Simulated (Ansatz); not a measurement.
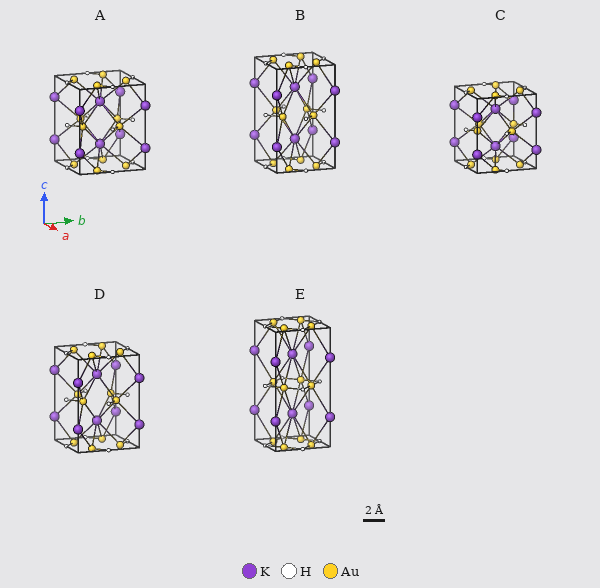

5 geometries from one relaxation of a crystal of KHAu$_{2}$ (a generated structure, set up in I4/mcm), in shuffled order. A ball-and-stick model of the conventional cell (2 times the calculation's cell), seen slightly off an axis. Lengths and directions refer to the drawn axes.

Method: DFT, PAW plane waves, PBE (Ansatz 0.2.0). Set-up: plane-wave cutoff 420 eV; k-point mesh 4 × 4 × 4; occupations fermi dirac; smearing width 0.1 eV; no spin polarisation; cell and atoms relaxed; at most 40 steps.

**Put them in the order of the run, from the start to the converged end.**

C, A, D, B, E. They are steps 0, 3, 8, 13, 24, at +18.000 eV per cell of the calculation, +2.022 eV per cell of the calculation, +1.579 eV per cell of the calculation, +0.667 eV per cell of the calculation relative to the last. The largest moves relative to the cell, 0.86 Å, are those of Au atoms. K and H stay in place. Cell: a = b 6.041 → 5.578 Å (−7.7 %), c 7.256 → 11.628 Å (+60.3 %). Volume +36.6 %. Near-neighbour distances that change, for instance: Au–Au 2.406 → 3.945 Å, Au–H 3.069 → 1.972 Å, Au–H 1.203 → 1.972 Å, Au–K 2.953 → 3.513 Å. New bonds form: Au–H (3.07 → 1.97 Å). Bonds break: Au–Au (2.41 → 3.94 Å). Bond angles that change, for instance: K–Au–K 143.2° → 180.0°, K–Au–K 75.8° → 111.7°, K–Au–K 92.6° → 68.3°. The space group (tolerance 0.01 Å) goes from I4/mcm (No. 140) to P4/mmm (No. 123). The energy falls by 18.000 eV per cell of the calculation in 20 accepted moves (24 points after the start). Largest force component: 16 eV/Å at the start, 0.00026 eV/Å at the end. Pressure: 58.85 GPa at the start and −0.01 GPa at the end. The line search rejected the trial step at point 16 of the run. At 3 points the geometry stayed and the basis and grid were re-selected for the new cell (energy shift of 0.266 eV per cell of the calculation at most each time).
